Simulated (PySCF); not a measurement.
# Ge3H8 (SMILES [GeH3][GeH2][GeH3]): what the fields show

```xyz
11

Ge    1.8873    0.7365   -0.0165
Ge    0.1877   -0.9865   -0.1106
Ge   -2.0220   -0.0109    0.0905
H     3.2979    0.1370   -0.1674
H     1.6602    1.7566   -1.1478
H     1.8082    1.4771    1.3318
H     0.4140   -2.0080    1.0220
H     0.2941   -1.7332   -1.4561
H    -2.2811    0.9398   -1.0932
H    -2.1243    0.7965    1.3981
H    -3.1113   -1.0995    0.0973
```

Geometry: PBE0-D3(BJ)/def2-SVP.

These are results of CAM-B3LYP/def2-SVPD, SCF density, gas phase in PySCF 2.14.0, not measurements.

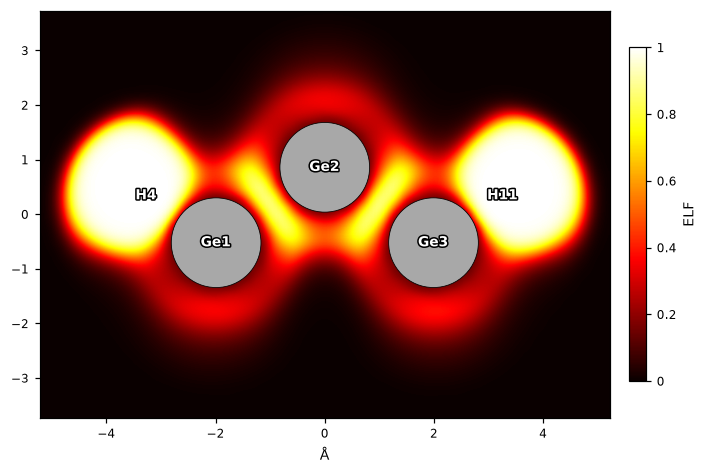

Figure 1. ELF on the plane of atoms Ge2, Ge1 and H4. Grey discs cover the atomic cores.

What does the map show?

Atoms in the plane: Ge and H.
Ge–Ge (2.42 Å): the ELF peaks at about 0.85 between the atoms (localised, covalent bonding).
Ge–H (1.54 Å): the ELF climbs to about 1 towards the hydrogen.

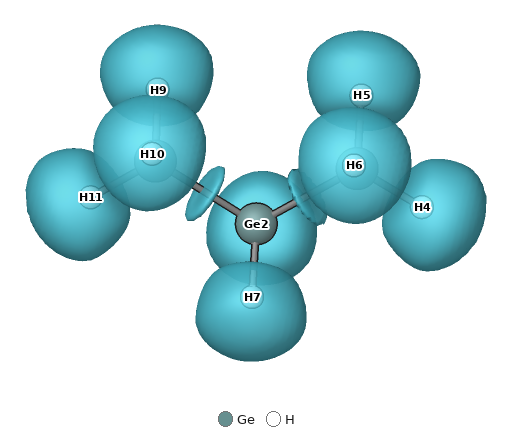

Figure 2. Isosurface of the electron localisation function at 0.8 (cyan), seen at a tilt. Core shells and regions of very low density are left out.

What do the ELF domains correspond to?

The ELF exceeds this value in two regions between bonded Ge–Ge atoms (shared pairs) and eight regions around hydrogen nuclei.
